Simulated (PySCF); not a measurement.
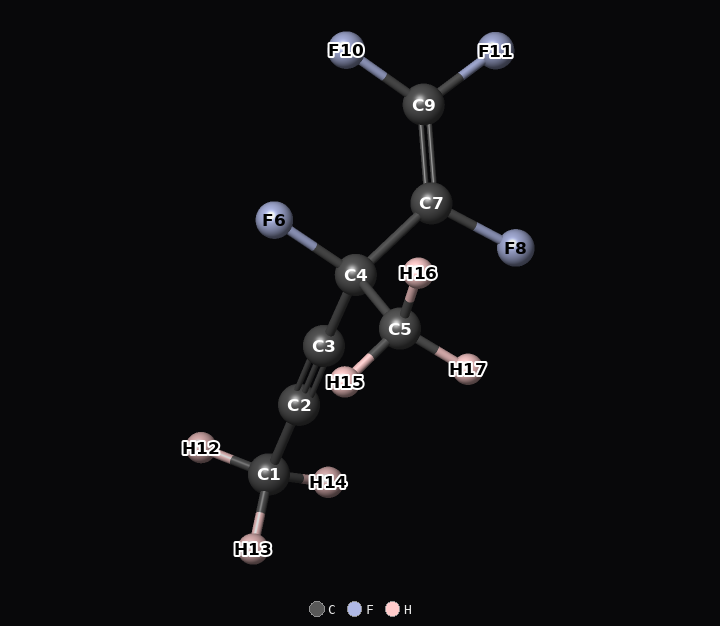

Computed geometry: PBE0-D3(BJ)/def2-SVP optimisation. No frequency run is at hand to confirm it as a minimum. Level of theory: B3LYP/pcJ-1 indirect spin-spin coupling, non-relativistic, gas phase (PySCF 2.14.0). Isotopes: 13C, 19F, 1H.

Give the spin–spin coupling constants of these pairs, with the number of bonds between them: C4/F6, C7/F8, C9/F11, C9/F10, C3/F6, C5/F6, F6/H17, F6/C9, F6/H15, F6/H16, F6/F8.

```tsv
pair	bonds apart	J (Hz)
C4, F6	1	−231.8
C7, F8	1	−303.2
C9, F11	1	−362.8
C9, F10	1	−368.1
C3, F6	2	27.9
C5, F6	2	25.1
F6, H17	3	45.7
F6, C9	3	−3.0
F6, H15	3	7.6
F6, H16	3	8.1
F6, F8	3	−34.3
```

Density functionals are unreliable for couplings to fluorine, so those rows may be far off.
